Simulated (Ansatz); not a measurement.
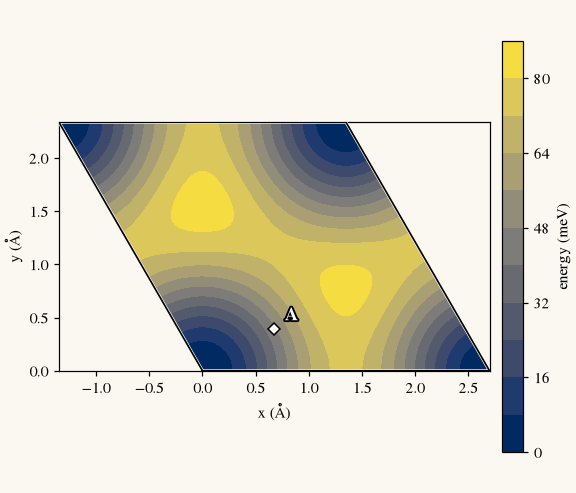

N₂ on a Ru(001) slab cut from the P6_3/mmc phase, its upper half relaxed before the scan (16 atoms of substrate and one adsorbate in a 2 × 2 cell). N2 is moved over the surface cell at a fixed height above a rigid substrate; the origin of the map has the adsorbate above Ru13; the height is held at 3.00 Å. Places are given modulo a cell vector. The map is drawn in real space over the plane of the surface. The scan uses a 6 × 6 grid; 10 points were computed and 26 follow by symmetry. Places are given in fractions of the 1 × 1 surface cell. Energies are in meV, from the lowest grid point. At a fixed height the lowest place need not be the adsorption site. All numbers below come from DFT PBE+D3(BJ), scalar-relativistic, plane waves, PAW (Ansatz 0.2.0). Settings: cutoff 420 eV, k-mesh 6×6×1, gaussian smearing 0.1 eV, no spin polarisation.

In the figure: filled contours, the outline of one cell of the plane, the point A. Between grid points the surface is interpolated.

Question: Is A at rest? If not, where is it pushed?

Answer: A, at (2/6, 1/6) of the cell vectors, is not a stationary point. The computed force is 0.086 eV/Å in the plane, pointing down and left in the picture (components −0.074 and −0.043 eV/Å).
